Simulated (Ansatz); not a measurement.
# F$_{2}$H$_{2}$O$_{2}$W···HF: what the fields show

```tsv
atom	x (Å)	y (Å)	z (Å)
W	-0.6056	-0.2812	-0.4157
H	1.5304	0.9337	1.1145
F	2.2504	0.3620	1.2764
O	-0.0156	1.3273	0.3997
H	-0.2667	2.1559	-0.0514
O	-2.4184	0.0597	-0.1574
H	-2.6714	0.0716	0.7892
F	-0.6872	-2.1097	-0.1779
F	0.6923	-0.2784	-1.7340
```

Core potentials replace the inner electrons of W.

All numbers below come from RKS PBE0-D4/def2-SVP in Ansatz 0.2.0.

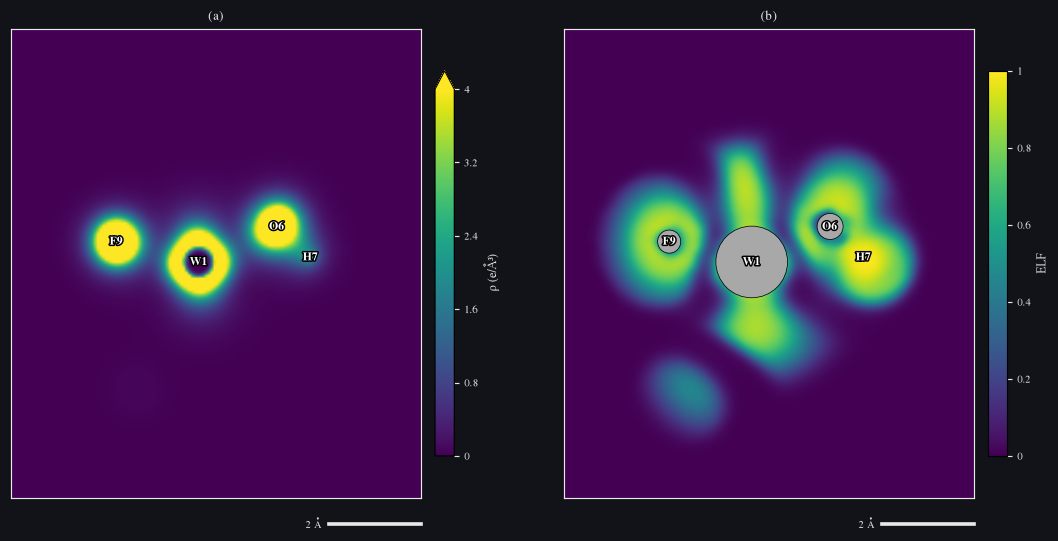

Figure 1. (a) electron density; (b) electron localisation function on the plane of atoms W1, O6 and H7. Grey discs cover the atomic cores in the ELF map.

### Describe what can be read from this map.

- The section cuts through W, O, H and F sites.
- W–F (1.85 Å): the density is about 1.1 e/Å³ at the midpoint; the ELF peaks at about 0.85 in the valence shell of F, 0.5 Å from its nucleus, and drops to about 0.20 between the two atoms.
- W–O (1.86 Å): ρ is about 1.2 e/Å³ halfway; the ELF peaks at about 0.85 in the valence shell of O, 0.6 Å from its nucleus, and drops to about 0.25 between the two atoms.
- O–H (0.98 Å): ρ is about 3.5 e/Å³ halfway; the ELF climbs to about 1 towards the hydrogen, as it does in any bond to H (an ordinary covalent bond to hydrogen).

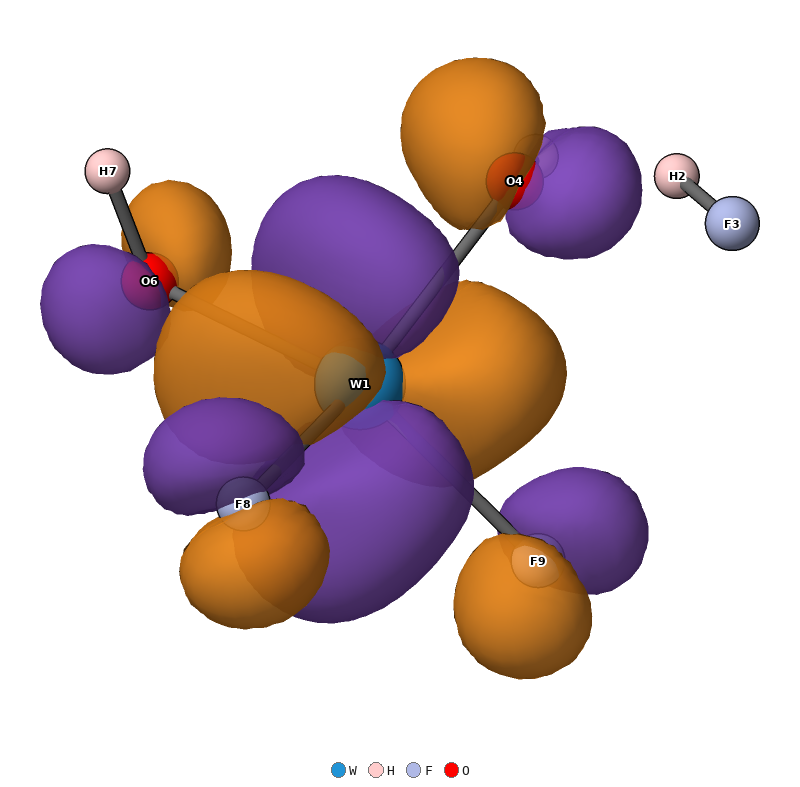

Figure 2. The LUMO at ±0.1 Å⁻³ᐟ² (orange and purple are the two phases), seen at an oblique angle.

### Where does this orbital lie, and at what energy?

Its weight (Hirshfeld) is mainly on W1 (about 70 %), F9 (about 10 %), F8 (about 10 %) and O4 (about 10 %). Its energy is −2.57 eV.

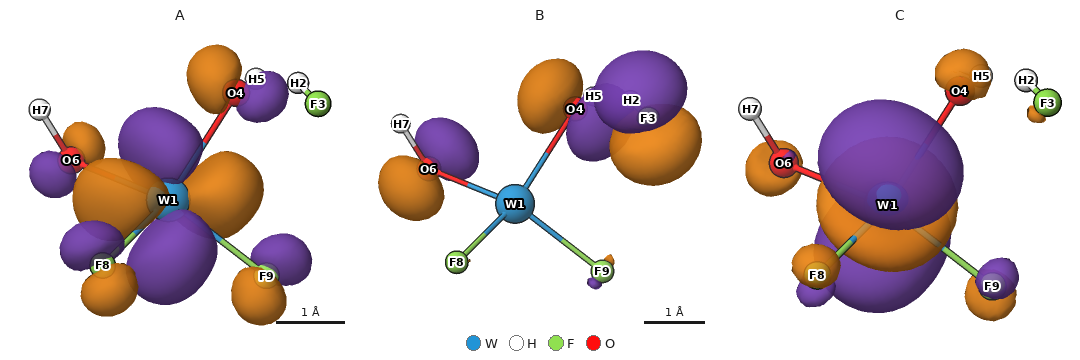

Figure 3. Three frontier orbitals at ±0.15 Å⁻³ᐟ² (orange and purple are the two phases), in no order.

### Order the three orbitals by energy and name them.

B is the HOMO−1 (−10.27 eV). Its weight (Hirshfeld) is mainly on F3 (about 60 %), O4 (about 20 %) and O6 (about 15 %). C is the HOMO (−6.25 eV). By Hirshfeld shares it lies mainly on W1 (about 80 %). A is the LUMO (−2.57 eV). It lies mainly on W1 (about 70 %), F9 (about 10 %), F8 (about 10 %) and O4 (about 10 %).

### What is the HOMO–LUMO gap?

3.68 eV between the orbital energies.
